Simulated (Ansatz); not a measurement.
**ZnO (zincite): how the settings move a single-point run, part 1 of 2**

How sensitive is a single-point run of ZnO (zincite) to its settings? A reference run comes first, then six runs with altered input.

Computed with Ansatz 0.2.0 (reference: DFT, PBE, plane waves, PAW, unless a step's input says otherwise).

2 further runs of the same task are left out: 2 that didn't finish.

## Step 1: The structure to begin with

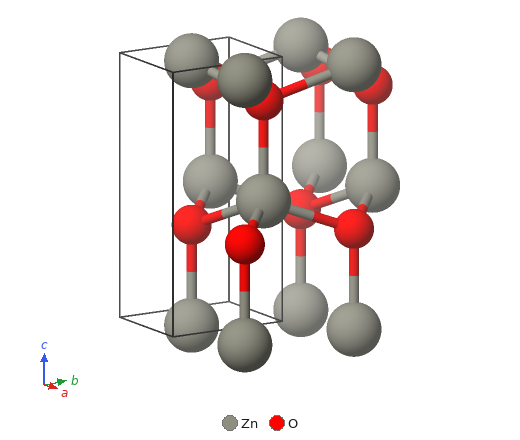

Start, viewed slightly off an axis; zinc grey, oxygen red. 2×2×1 cells are drawn. Atoms on the faces are drawn again on the opposite ones.

As a file:

```xyz
4
Lattice="3.2354 0.0000 0.0000 -1.6177 2.8019 0.0000 0.0000 0.0000 5.2109" Properties=species:S:1:pos:R:3 pbc="T T T"
Zn    0.0000    1.8679    2.6037
Zn    1.6177    0.9340   -0.0018
O     1.6177    0.9340    1.9768
O     0.0000    1.8679    4.5822
```

## Step 2: Reference

File input.yaml:

```yaml
crystal:
  lattice:
    - [3.2353522072, 0.0, 0.0]
    - [-1.6176761036, 2.8018972017, 0.0]
    - [0.0, 0.0, 5.2109131099]
  atoms:
    - { symbol: Zn, position: [0.3333333333, 0.6666666667, 0.4996551081] }
    - { symbol: Zn, position: [0.6666666667, 0.3333333333, -0.0003448919] }
    - { symbol: O, position: [0.6666666667, 0.3333333333, 0.3793548919] }
    - { symbol: O, position: [0.3333333333, 0.6666666667, 0.8793548919] }
kpoints:
  mp_grid: { grid: [6, 6, 4] }
hamiltonian:
  xc: pbe
scf:
  occupations: { method: fixed }
  n_extra_bands: 5
output:
  forces: true
  stress: true
  eigenvalues: true
```

Launch:

```sh
$ ansatz run input.yaml --threads 4 --pin off --max-ram 3686MiB --backend cpu --events-out ev --progress --plain --runs-dir out
```

From the output:

```text
[...]
Basis set: ecut = 420 eV, 941 PW (Γ), exchange–correlation on 48×48×72 points (8 copies of the dense FFT grid, shifted against one another)
[...]
k-points: 21 of 144 (time reversal used)
[...]
SCF iter   1: F=—  HF=-7773.652236 eV  |F-HF|=—  |Δ(HF+E_count)|=         —  Δρ=7.28e-4  dr2=8.89e-5  ethr=1.77e-3  ⟨swp⟩=5.1  Hψ=1897  notcnv=0  defer=59
preconditioner: auto → Resta (q_TF=auto, 2.608 Å⁻¹)  ε∞=6.8  [insulator: Δε(μ)=0.810 eV  Ē_g=13.499 eV  n_scr=22 (ndim 8)  ℏωp=32.4 eV  f_vac=0.034  ε∞_Penn≈6.8]
SCF iter   2: F=—  HF=-7773.653236 eV  |F-HF|=—  |Δ(HF+E_count)|=   1.00e-3  Δρ=3.99e-4  dr2=2.49e-5  ethr=2.47e-7  ⟨swp⟩=2.9  Hψ=1238  notcnv=0  defer=61
[...]
SCF iter   5: F=—  HF=-7773.653360 eV  |F-HF|=—  |Δ(HF+E_count)|=   1.35e-6  Δρ=2.65e-5  dr2=3.08e-7  ethr=8.01e-9  ⟨swp⟩=2.0  Hψ=791  notcnv=0  defer=61
SCF iter   6: F=-7773.653361 eV  HF=-7773.653361 eV  |F-HF|=7.65e-8  |Δ(HF+E_count)|=   2.25e-7  Δρ=1.10e-5  dr2=3.84e-8  ethr=2.78e-10  ⟨swp⟩=9.0  Hψ=2458  notcnv=0
[...]
SCF converged after 6 iterations
Free energy (F): -7773.653361 eV
[...]
E sigma→0 (E₀):  -7773.653361 eV
Fermi energy:    7.345382 eV
[...]
  P = ⅓ Tr σ = 6.0594 GPa (60.594 kbar)
[...]
```

Wall time 1.4 s (4 threads of Arm Neoverse N1, shared host); peak memory 0.35 GiB.

## Step 3: Changing settings: dispersion d4

input.yaml, as its differences from that of step 2:

```diff
@@ -14,2 +14,3 @@
   xc: pbe
+  dispersion: d4
 scf:
```

Launch:

```sh
$ ansatz run input.yaml --threads 4 --pin off --max-ram 3686MiB --backend cpu --events-out ev --progress --plain --runs-dir out
```

Log:

```text
Warning: RAYON_NUM_THREADS=4 ignored (pool sized by the plan → 4); use --threads N
scf.n_extra_bands = 5 over 18 filled bands (N_el = 36.0): the run solves 23 bands
Engine: ansatz 0.2.0, aarch64-unknown-linux-gnu
Pseudopotentials: kind: paw
Pseudopotential: Zn, paw, valence charge 12, recommended cutoff 420 eV (normal), Zn.paw.azcp
Pseudopotential: O, paw, valence charge 6, recommended cutoff 420 eV (normal), O.paw.azcp
Functional definition: PBE
  parameter kappa = 0.804
  parameter beta = 0.06672455060314922
  exchange = pbe_x(kappa = kappa, mu = beta*pi^2/3)
  correlation = pbe_c(beta = beta)
Crystal: 4 atoms, lattice volume = 47.238 Å³
Basis set: ecut = 420 eV, 941 PW (Γ), exchange–correlation on 48×48×72 points (8 copies of the dense FFT grid, shifted against one another)
Bands: 23, of which v1, the nominal top of the filled ones, is band 18 counted from 1 (17 counted from 0)
Symmetry: 12 space group operations
Space group: P63mc (ITA 186), of the structure as read, at distance tolerance 3.6e-5 Å
k-points: 21 of 144 (time reversal used)
Non-local potential: Zn, projectors of the file, l = 0: 2, l = 1: 2, l = 2: 3, l = 3: 1
Non-local potential: O, projectors of the file, l = 0: 2, l = 1: 2, l = 2: 1
PAW form: soft (Blöchl's): semilocal exchange-correlation on the pseudo side does not see the compensation charge
PAW one-centre angular grid: Zn, 590 points (default); XC on 64 Gauss nodes
PAW one-centre angular grid: O, 110 points (default); XC on 64 Gauss nodes
Initial density: superposition of atomic densities (neutral atoms: chi_scale 0, normalization atom), corrected by the library's trained network
Initial wavefunctions: pseudopotential atomic-orbital guess
Functional: x = pbe(κ = 0.804, μ = 0.2195149727645171), c = pbe(β = 0.06672455060314922)
SCF iter   1: F=—  HF=-7774.614911 eV  |F-HF|=—  |Δ(HF+E_count)|=         —  Δρ=7.28e-4  dr2=8.89e-5  ethr=1.77e-3  ⟨swp⟩=5.1  Hψ=1897  notcnv=0  defer=59
preconditioner: auto → Resta (q_TF=auto, 2.608 Å⁻¹)  ε∞=6.8  [insulator: Δε(μ)=0.810 eV  Ē_g=13.499 eV  n_scr=22 (ndim 8)  ℏωp=32.4 eV  f_vac=0.034  ε∞_Penn≈6.8]
SCF iter   2: F=—  HF=-7774.615911 eV  |F-HF|=—  |Δ(HF+E_count)|=   1.00e-3  Δρ=3.99e-4  dr2=2.49e-5  ethr=2.47e-7  ⟨swp⟩=2.9  Hψ=1238  notcnv=0  defer=61
SCF iter   3: F=—  HF=-7774.615993 eV  |F-HF|=—  |Δ(HF+E_count)|=   8.14e-5  Δρ=2.34e-4  dr2=1.22e-5  ethr=6.93e-8  ⟨swp⟩=2.0  Hψ=801  notcnv=0  defer=61
SCF iter   4: F=—  HF=-7774.616035 eV  |F-HF|=—  |Δ(HF+E_count)|=   4.17e-5  Δρ=9.14e-5  dr2=2.88e-6  ethr=3.39e-8  ⟨swp⟩=2.0  Hψ=832  notcnv=0  defer=61
SCF iter   5: F=—  HF=-7774.616036 eV  |F-HF|=—  |Δ(HF+E_count)|=   1.35e-6  Δρ=2.65e-5  dr2=3.08e-7  ethr=8.01e-9  ⟨swp⟩=2.0  Hψ=791  notcnv=0  defer=61
SCF iter   6: F=-7774.616036 eV  HF=-7774.616036 eV  |F-HF|=7.65e-8  |Δ(HF+E_count)|=   2.25e-7  Δρ=1.10e-5  dr2=3.84e-8  ethr=2.78e-10  ⟨swp⟩=9.0  Hψ=2458  notcnv=0
SCF 1 converged in 6 iterations: F = -7774.616036 eV  dr2 = 3.84e-8
SCF converged after 6 iterations
Free energy (F): -7774.616036 eV
Harris-Foulkes:  -7774.616036 eV  (|F-HF|=7.65e-8)
Internal energy: -7774.616036 eV  (E = F + TS)
E sigma→0 (E₀):  -7774.616036 eV
Fermi energy:    7.345382 eV
--- Per-component energies (eV) ---
  E_band       = 68.887935
  E_kinetic    = 612.405083
  E_local      = -3991.688470  (includes V_loc(G=0)·N_el)
  E_nonlocal   = 1335.490750
  E_hartree    = 1641.125272
  E_xc         = -420.208057
  E_vxc        = -290.205089  (∫ρ·V_xc dr)
  E_paw        = -3980.517703  (= ΣΔE_a)
  E_vpaw       = -879.370819  (= ΣTr[D̂ρ^β])
  E_aug_tail   = 0.004193  (compensation charges beyond the density's cutoff)
  E_ewald      = -2970.264429
  E_disp       = -0.962676  (pairwise vdW)
  E_smearing   = -0.000000  (= −TS)
  E_closure    = -0.000000  (closes the sum)
  Σ components = -7774.616036   (vs F -7774.616036, Δ=0.00e0)
--- Forces (eV/Å), atoms counted from 1 ---
  atom   1  Zn     0.00000000    -0.00000000     0.00486955
  atom   2  Zn     0.00000000     0.00000000     0.00486955
  atom   3  O      0.00000000    -0.00000000    -0.00488669
  atom   4  O     -0.00000000     0.00000000    -0.00488669
  max |Σ_I F_I| component: 3.43e-5 eV/Å
--- Stress (GPa, compression-positive) ---
        2.484845       0.000000       0.000000
        0.000000       2.484845       0.000000
        0.000000       0.000000       2.660388
  P = ⅓ Tr σ = 2.5434 GPa (25.434 kbar)
--- Band table (eV; the first three rows and the last of 21) ---
  k-point 0: bands = ["-10.7960", "-10.0596", "1.5992", "1.5992", "1.6525", "1.6617", "1.7931", "1.7931", "2.8007", "2.8007", "3.0139", "3.0139", "3.2933", "6.5452", "6.5452", "7.2523", "7.3454", "7.3454", "8.1523", "12.6099", "15.5788", "20.3011", "20.3011"]
  k-point 1: bands = ["-10.6934", "-10.1729", "1.4674", "1.5448", "1.6153", "1.6153", "1.7512", "1.7512", "2.8426", "2.8426", "2.9946", "2.9946", "3.9186", "6.3057", "6.6646", "6.6646", "7.2306", "7.2306", "9.2860", "12.0880", "16.0571", "19.6794", "20.3230"]
  k-point 2: bands = ["-10.4385", "-10.4385", "1.3903", "1.3903", "1.6706", "1.6706", "1.6706", "1.6706", "2.9294", "2.9294", "2.9294", "2.9294", "5.0930", "5.0930", "6.9495", "6.9495", "6.9495", "6.9495", "10.8220", "10.8220", "17.4550", "17.4550", "20.5824"]
  k-point 20: bands = ["-9.9188", "-9.9188", "1.5777", "1.5777", "1.8104", "1.8104", "2.3716", "2.3716", "2.8069", "2.8069", "3.3370", "3.3370", "3.6174", "3.6174", "4.6320", "4.6320", "6.0859", "6.0859", "15.3772", "15.3772", "15.3853", "15.3853", "16.2336"]
```

It took 1.6 s on 4 threads of Arm Neoverse N1, shared host; peak memory 0.35 GiB.

The energy moves by -240.7 meV/atom, nearly all of it the dispersion term itself (-240.7 meV/atom); that offset belongs to the model and is no gain or loss of stability; the pressure goes from 6.1 to 2.5 GPa.

## Step 4: Variant: occupations.method methfessel_paxton, occupations.width 0.5

input.yaml, as its differences from that of step 2:

```diff
@@ -15,3 +15,3 @@
 scf:
-  occupations: { method: fixed }
+  occupations: { method: methfessel_paxton, width: 0.5 }
   n_extra_bands: 5
```

Launch:

```sh
$ ansatz run input.yaml --threads 4 --pin off --max-ram 3686MiB --backend cpu --events-out ev --progress --plain --runs-dir out
```

Log:

```text
Warning: RAYON_NUM_THREADS=4 ignored (pool sized by the plan → 4); use --threads N
scf.n_extra_bands = 5 over 18 filled bands (N_el = 36.0): the run solves 23 bands
[... 9 set-up lines as earlier in the session ...]
Crystal: 4 atoms, lattice volume = 47.238 Å³
Basis set: ecut = 420 eV, 941 PW (Γ), exchange–correlation on 48×48×72 points (8 copies of the dense FFT grid, shifted against one another)
Bands: 23, of which v1, the nominal top of the filled ones, is band 18 counted from 1 (17 counted from 0)
[... 2 set-up lines as earlier in the session ...]
k-points: 21 of 144 (time reversal used)
[... 8 set-up lines as earlier in the session ...]
SCF iter   1: F=—  HF=-7773.641136 eV  |F-HF|=—  |Δ(HF+E_count)|=         —  Δρ=7.55e-4  dr2=7.89e-5  ethr=1.77e-3  ⟨swp⟩=4.9  Hψ=1991  notcnv=0
preconditioner: auto → Resta (q_TF=auto, 2.608 Å⁻¹)  ε∞=6.8  [insulator: Δε(μ)=0.810 eV  Ē_g=13.497 eV  σ=0.500 eV  W_gap=0.66  n_scr=22 (ndim 8)  ℏωp=32.4 eV  f_vac=0.034  D(μ)=0.25/eV (n_scr^D=0)  ε∞_Penn≈6.8]
SCF iter   2: F=—  HF=-7773.642290 eV  |F-HF|=—  |Δ(HF+E_count)|=   1.15e-3  S|Δr|=    0.00e0  Δρ=4.32e-4  dr2=2.87e-5  ethr=2.19e-7  ⟨swp⟩=2.8  Hψ=1212  notcnv=0
SCF iter   3: F=—  HF=-7773.642380 eV  |F-HF|=—  |Δ(HF+E_count)|=   9.00e-5  S|Δr|=    0.00e0  Δρ=2.32e-4  dr2=1.22e-5  ethr=7.97e-8  ⟨swp⟩=2.0  Hψ=799  notcnv=0
SCF iter   4: F=—  HF=-7773.642415 eV  |F-HF|=—  |Δ(HF+E_count)|=   3.49e-5  S|Δr|=    0.00e0  Δρ=7.89e-5  dr2=2.22e-6  ethr=3.40e-8  ⟨swp⟩=2.0  Hψ=824  notcnv=0
SCF iter   5: F=—  HF=-7773.642415 eV  |F-HF|=—  |Δ(HF+E_count)|=   3.07e-7  S|Δr|=    0.00e0  Δρ=2.69e-5  dr2=3.04e-7  ethr=6.17e-9  ⟨swp⟩=2.1  Hψ=827  notcnv=0
SCF iter   6: F=-7773.642416 eV  HF=-7773.642416 eV  |F-HF|=6.68e-8  |Δ(HF+E_count)|=   1.71e-7  S|Δr|=    0.00e0  Δρ=1.36e-5  dr2=5.61e-8  ethr=2.78e-10  ⟨swp⟩=7.1  Hψ=2210  notcnv=0
SCF 1 converged in 6 iterations: F = -7773.642416 eV  dr2 = 5.61e-8
SCF converged after 6 iterations
Stability not checked: this state was not tested for a lower state beside it, because cold or Methfessel-Paxton smearing, or corrected tetrahedra, fill the levels in a way that the test cannot read (fill_not_monotonic; see scf.lower_state_search)
Free energy (F): -7773.642416 eV
Harris-Foulkes:  -7773.642416 eV  (|F-HF|=6.68e-8)
Internal energy: -7773.675809 eV  (E = F + TS)
E sigma→0 (E₀):  -7773.650764 eV
Entropy (-TS):   0.033393 eV (8.348 meV/atom)
Fermi energy:    7.422188 eV
Step filling:    the computed levels leave a gap of 0.8092 eV = 1.6 smearing widths at the electron count; against every level under it full and every level over it empty, smearing changes F+E_penalty+E_count by +10.958 meV and its σ→0 estimate by +2.609 meV
--- Per-component energies (eV) ---
  E_band       = 68.832227
  E_kinetic    = 612.379251
  E_local      = -3991.631271  (includes V_loc(G=0)·N_el)
  E_nonlocal   = 1335.465472
  E_hartree    = 1641.085531
  E_xc         = -420.209486
  E_vxc        = -290.207142  (∫ρ·V_xc dr)
  E_paw        = -3980.505069  (= ΣΔE_a)
  E_vpaw       = -879.353682  (= ΣTr[D̂ρ^β])
  E_aug_tail   = 0.004192  (compensation charges beyond the density's cutoff)
  E_ewald      = -2970.264429
  E_smearing   = 0.033393  (= −TS)
  E_closure    = 0.000000  (closes the sum)
  Σ components = -7773.642416   (vs F -7773.642416, Δ=0.00e0)
--- Forces (eV/Å), atoms counted from 1 ---
  atom   1  Zn     0.00000000    -0.00000000     0.00116068
  atom   2  Zn     0.00000000     0.00000000     0.00116068
  atom   3  O     -0.00000000    -0.00000000    -0.00116233
  atom   4  O      0.00000000     0.00000000    -0.00116233
  max |Σ_I F_I| component: 3.30e-6 eV/Å
--- Stress (GPa, compression-positive) ---
        5.865759       0.000000       0.000000
        0.000000       5.865759       0.000000
        0.000000       0.000000       6.127958
  P = ⅓ Tr σ = 5.9532 GPa (59.532 kbar)
--- Band table (eV; the first three rows and the last of 21) ---
  k-point 0: bands = ["-10.7976", "-10.0614", "1.5974", "1.5974", "1.6535", "1.6624", "1.7911", "1.7911", "2.8005", "2.8005", "3.0140", "3.0140", "3.2943", "6.5426", "6.5426", "7.2529", "7.3427", "7.3427", "8.1519", "12.6094", "15.5792", "20.3005", "20.3005"]
  k-point 1: bands = ["-10.6950", "-10.1746", "1.4681", "1.5458", "1.6136", "1.6136", "1.7493", "1.7493", "2.8423", "2.8423", "2.9946", "2.9946", "3.9195", "6.3061", "6.6620", "6.6620", "7.2279", "7.2279", "9.2858", "12.0875", "16.0574", "19.6798", "20.3224"]
  k-point 2: bands = ["-10.4402", "-10.4402", "1.3912", "1.3912", "1.6687", "1.6687", "1.6687", "1.6687", "2.9293", "2.9293", "2.9293", "2.9293", "5.0936", "5.0936", "6.9469", "6.9469", "6.9469", "6.9469", "10.8217", "10.8217", "17.4554", "17.4554", "20.5818"]
  k-point 20: bands = ["-9.9205", "-9.9205", "1.5776", "1.5776", "1.8095", "1.8095", "2.3715", "2.3715", "2.8051", "2.8051", "3.3359", "3.3359", "3.6165", "3.6165", "4.6307", "4.6307", "6.0858", "6.0858", "15.3762", "15.3762", "15.3856", "15.3856", "16.2327"]
```

Run time: 1.4 s. Hardware: 4 threads of Arm Neoverse N1, shared host; peak memory 0.35 GiB.

Changing the smearing moves the energy by +0.6 meV/atom (σ→0 values).

## Step 5: Variant: ecutwfc 350

input.yaml, as its differences from that of step 2:

```diff
@@ -21 +21,3 @@
   eigenvalues: true
+basis:
+  ecutwfc: 350
```

Launch:

```sh
$ ansatz run input.yaml --threads 4 --pin off --max-ram 3686MiB --backend cpu --events-out ev --progress --plain --runs-dir out
```

Log:

```text
Warning: basis.ecutwfc = 350 eV is below the records' recommended 420 eV, and the density's cutoff is lower with it unless basis.ecutrho_ratio is high enough to keep the records' density cutoff: compare with a run at a higher cutoff
Warning: RAYON_NUM_THREADS=4 ignored (pool sized by the plan → 4); use --threads N
scf.n_extra_bands = 5 over 18 filled bands (N_el = 36.0): the run solves 23 bands
[... 9 set-up lines as earlier in the session ...]
Crystal: 4 atoms, lattice volume = 47.238 Å³
Basis set: ecut = 350 eV, 699 PW (Γ), exchange–correlation on 40×40×64 points (8 copies of the dense FFT grid, shifted against one another)
Bands: 23, of which v1, the nominal top of the filled ones, is band 18 counted from 1 (17 counted from 0)
[... 2 set-up lines as earlier in the session ...]
k-points: 21 of 144 (time reversal used)
[... 8 set-up lines as earlier in the session ...]
SCF iter   1: F=—  HF=-7773.451310 eV  |F-HF|=—  |Δ(HF+E_count)|=         —  Δρ=5.03e-3  dr2=2.14e-3  ethr=1.77e-3  ⟨swp⟩=5.1  Hψ=1926  notcnv=0  defer=54
preconditioner: auto → Resta (q_TF=auto, 2.608 Å⁻¹)  ε∞=6.8  [insulator: Δε(μ)=0.792 eV  Ē_g=13.503 eV  n_scr=22 (ndim 8)  ℏωp=32.4 eV  f_vac=0.035  ε∞_Penn≈6.8]
SCF iter   2: F=—  HF=-7773.453242 eV  |F-HF|=—  |Δ(HF+E_count)|=   1.93e-3  Δρ=2.31e-3  dr2=4.92e-4  ethr=5.94e-6  ⟨swp⟩=2.0  Hψ=1073  notcnv=0  defer=61
SCF iter   3: F=—  HF=-7773.453906 eV  |F-HF|=—  |Δ(HF+E_count)|=   6.65e-4  Δρ=9.89e-4  dr2=7.64e-5  ethr=1.37e-6  ⟨swp⟩=3.0  Hψ=884  notcnv=0  defer=61
SCF iter   4: F=—  HF=-7773.454296 eV  |F-HF|=—  |Δ(HF+E_count)|=   3.90e-4  Δρ=2.14e-4  dr2=8.79e-6  ethr=2.12e-7  ⟨swp⟩=2.0  Hψ=880  notcnv=0  defer=57
SCF iter   5: F=—  HF=-7773.454290 eV  |F-HF|=—  |Δ(HF+E_count)|=   6.62e-6  Δρ=2.96e-5  dr2=3.37e-7  ethr=2.44e-8  ⟨swp⟩=2.0  Hψ=798  notcnv=0  defer=57
SCF iter   6: F=-7773.454290 eV  HF=-7773.454290 eV  |F-HF|=1.92e-8  |Δ(HF+E_count)|=   6.31e-7  Δρ=6.98e-6  dr2=1.75e-8  ethr=2.78e-10  ⟨swp⟩=8.8  Hψ=2335  notcnv=0
SCF 1 converged in 6 iterations: F = -7773.454290 eV  dr2 = 1.75e-8
SCF converged after 6 iterations
Free energy (F): -7773.454290 eV
Harris-Foulkes:  -7773.454290 eV  (|F-HF|=1.92e-8)
Internal energy: -7773.454290 eV  (E = F + TS)
E sigma→0 (E₀):  -7773.454290 eV
Fermi energy:    7.347848 eV
--- Per-component energies (eV) ---
  E_band       = 68.767319
  E_kinetic    = 614.503511
  E_local      = -3991.382096  (includes V_loc(G=0)·N_el)
  E_nonlocal   = 1333.437614
  E_hartree    = 1640.792472
  E_xc         = -420.760240
  E_vxc        = -290.924501  (∫ρ·V_xc dr)
  E_paw        = -3979.794545  (= ΣΔE_a)
  E_vpaw       = -878.463942  (= ΣTr[D̂ρ^β])
  E_aug_tail   = 0.013423  (compensation charges beyond the density's cutoff)
  E_ewald      = -2970.264429
  E_smearing   = -0.000000  (= −TS)
  E_closure    = -0.000000  (closes the sum)
  Σ components = -7773.454290   (vs F -7773.454290, Δ=0.00e0)
--- Forces (eV/Å), atoms counted from 1 ---
  atom   1  Zn     0.00000000    -0.00000000     0.00716995
  atom   2  Zn     0.00000000     0.00000000     0.00716995
  atom   3  O      0.00000000    -0.00000000    -0.00714169
  atom   4  O      0.00000000     0.00000000    -0.00714169
  max |Σ_I F_I| component: 5.65e-5 eV/Å
--- Stress (GPa, compression-positive) ---
        5.559381       0.000000       0.000000
        0.000000       5.559381       0.000000
        0.000000       0.000000       5.630509
  P = ⅓ Tr σ = 5.5831 GPa (55.831 kbar)
--- Band table (eV; the first three rows and the last of 21) ---
  k-point 0: bands = ["-10.8097", "-10.0745", "1.5978", "1.5978", "1.6503", "1.6617", "1.7906", "1.7906", "2.7958", "2.7958", "3.0087", "3.0087", "3.2879", "6.5453", "6.5453", "7.2543", "7.3478", "7.3478", "8.1440", "12.6063", "15.5717", "20.3085", "20.3085"]
  k-point 1: bands = ["-10.7071", "-10.1874", "1.4695", "1.5438", "1.6138", "1.6138", "1.7492", "1.7492", "2.8376", "2.8376", "2.9895", "2.9895", "3.9142", "6.3066", "6.6661", "6.6661", "7.2324", "7.2324", "9.2816", "12.0841", "16.0627", "19.6847", "20.3313"]
  k-point 2: bands = ["-10.4527", "-10.4527", "1.3896", "1.3896", "1.6692", "1.6692", "1.6692", "1.6692", "2.9244", "2.9244", "2.9244", "2.9244", "5.0901", "5.0901", "6.9524", "6.9524", "6.9524", "6.9524", "10.8160", "10.8160", "17.4604", "17.4604", "20.5901"]
  k-point 20: bands = ["-9.9342", "-9.9342", "1.5754", "1.5754", "1.8068", "1.8068", "2.3677", "2.3677", "2.8020", "2.8020", "3.3313", "3.3313", "3.6129", "3.6129", "4.6282", "4.6282", "6.0852", "6.0852", "15.3766", "15.3766", "15.3833", "15.3833", "16.2306"]
```

It took 1.2 s on 4 threads of Arm Neoverse N1, shared host; peak memory 0.33 GiB.

Changing the cutoff moves the energy by +49.8 meV/atom, and the pressure goes from 6.1 to 5.6 GPa. The lower cutoff gives the higher energy: the smaller basis describes the state less well. The log warns that the cutoff is under what these potentials recommend, so the shift is basis error.

(Continued in part 2 of 2.)
